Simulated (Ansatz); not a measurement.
**FH2N2Si (SMILES N=[Si]([NH-])F) (charge −1): density, localisation and related maps**

The calculation's input:

```
crystal:
  periodic: [false, false, false]
  atoms:
    - {symbol: F, position_ang: [0.192615, -1.346701, 0.042946]}
    - {symbol: "N", position_ang: [0.835092, 1.324259, 0.575209]}
    - {symbol: "N", position_ang: [-1.570554, 0.565117, -0.989670]}
    - {symbol: Si, position_ang: [-0.206863, 0.286864, -0.135411]}
    - {symbol: H, position_ang: [-2.026008, -0.283391, -1.318582]}
    - {symbol: H, position_ang: [1.610549, 0.864183, 1.046998]}
basis:
  gaussian: {orbitals: def2-TZVPD}
total_charge: -1
hamiltonian: {xc: pbe0}
output: {forces: true, orbitals: {seedname: orbitals}}
```

Launched as:

```sh
ansatz run input.yaml --threads 1 --pin off --max-ram 2610MiB --events-out events.jsonl --progress --plain --runs-dir runs
```

Geometry: PBE0-D3(BJ)/def2-SVPD.

All numbers below come from Ansatz 0.2.0, isolated molecule in a Gaussian basis; Kohn-Sham density functional theory, functional PBE0.

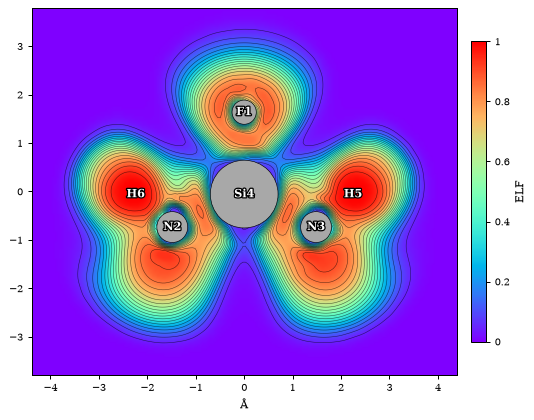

Figure 1. Electron localisation function on the molecular plane. Grey discs cover the atomic cores.

Read the bonding off the picture.

Answer. Atoms in the plane: F, N, Si and H. Si–N (1.63 Å): the ELF peaks at about 0.85 between the atoms: a short, strongly polar bond. Si–F (1.69 Å): the ELF peaks at about 0.85 in the valence shell of F, 0.6 Å from its nucleus, and is about 0.50 at the midpoint. N–H (1.02 Å): the ELF climbs to about 1 towards the hydrogen, as it does in any bond to H; an ordinary covalent bond to hydrogen. The ELF also peaks beside N2, N3 and F1, away from the bonds: lone-pair regions.

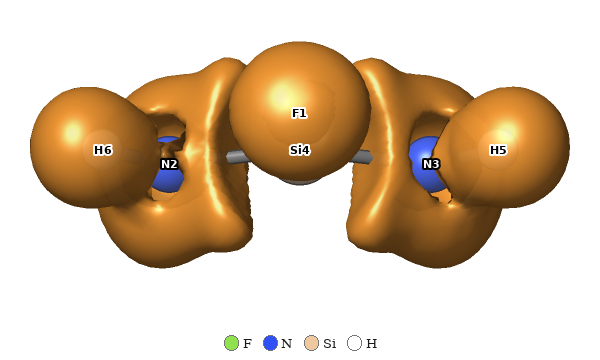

Figure 2. Isosurface of the electron localisation function at 0.75 (orange), seen from one side. Only the valence region is drawn (cores and ρ < 0.01 e/Å³ removed).

Describe the localisation domains.

Answer. The ELF exceeds this value in one region wrapped around F (its lone pairs, merged into a ring or cap) and two joined regions spread over several atoms (H, N, Si), in which their bonds and any lone pairs are merged.

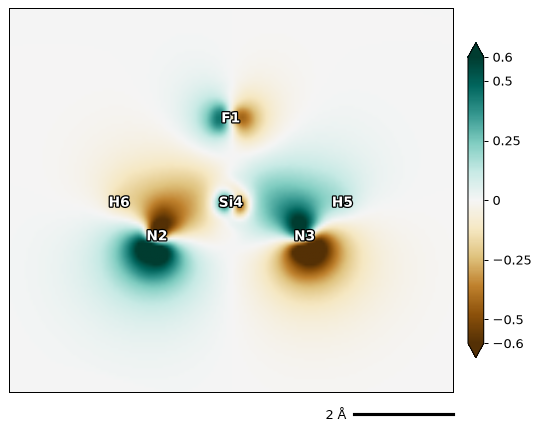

Figure 3. The HOMO−1 on the molecular plane (values in Å⁻³ᐟ²; the overall sign is arbitrary).

Where does this orbital lie, and at what energy?

Answer. It lies mainly on N2 (about 40 %), N3 (about 40 %) and Si4 (about 15 %); it is symmetric in the molecular plane (an in-plane orbital: σ, lone-pair or in-plane π type); largely a combination of lone pairs on N2 and N3. Its energy is −2.16 eV.
